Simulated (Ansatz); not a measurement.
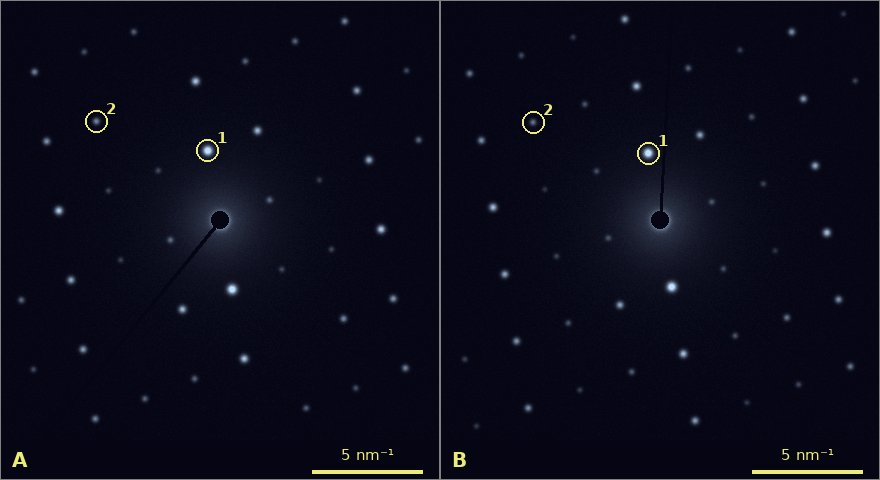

Kinematic electron diffraction patterns (120 kV, B = 0.5 Å², same scale) along [011] of the run's own cell, for the start and the end of one relaxation of Cs2VO2 with DFT, PAW plane waves, r2scan in Ansatz. k mesh 7×7×7. The start is a generated model structure, and the relaxation ends in the nearest stationary point of its symmetry, not necessarily the ground state. Spot 1 is 0 -1 1 and spot 2 is 2 -2 2 in both.

Start structure:

```
Cs O V
1.0
     0.00000    4.29008    0.00000
     4.29008    0.00000    0.00000
     2.14504    2.14504   -6.76877
Cs O V
2 2 1
Direct
  0.34510 0.34510 0.30980
  0.65490 0.65490 0.69020
  0.12730 0.12730 0.74540
  0.87270 0.87270 0.25460
  0.00000 0.00000 0.00000
```

Which pattern belongs to the start structure, and which to the relaxed one?

A is the start: its cell gives d(1) = 3.109 Å, d(2) = 1.384 Å and an angle of 41.5°. B is the relaxed structure, with d(1) = 3.224 Å (+3.7 %), d(2) = 1.368 Å (-1.2 %) and 42.5°.

Summarise the relaxation behind the change.

The volume changed by +6.0 % to 26.41 Å³ an atom; with the mean shift removed, the atoms moved by up to 0.22 Å relative to the cell (O most); the space group stayed I4/mmm (No. 139); the free energy fell by 45 meV an atom. Relaxed cell: a = 4.137 Å, b = 4.137 Å, c = 8.253 Å, α = 75.48°, β = 75.48°, γ = 90.00°.
